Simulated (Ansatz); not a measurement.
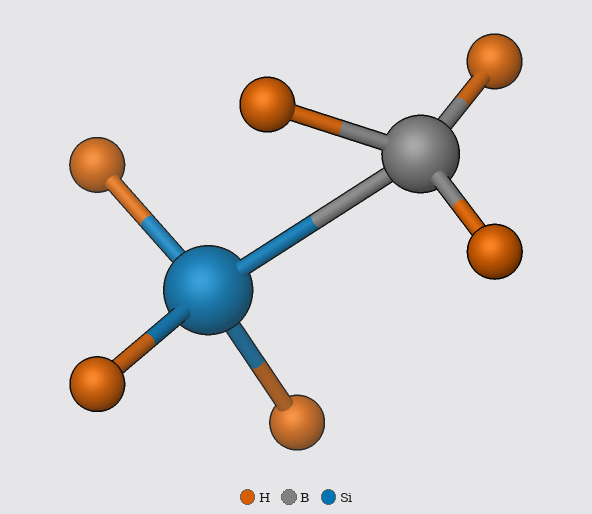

Rendered structure (ball-and-stick style). Every bond is drawn as one stick, whatever its order.

State: neutral, doublet. The computed structure is the end point of a PBE0-D4/def2-TZVP optimisation.

Description:

It has 8 atoms: 1 boron, 6 hydrogen and 1 silicon (BH6Si). The point group is Cs. It is an open-shell species. Coordination, clear cases only: 1 Si tetrahedral.
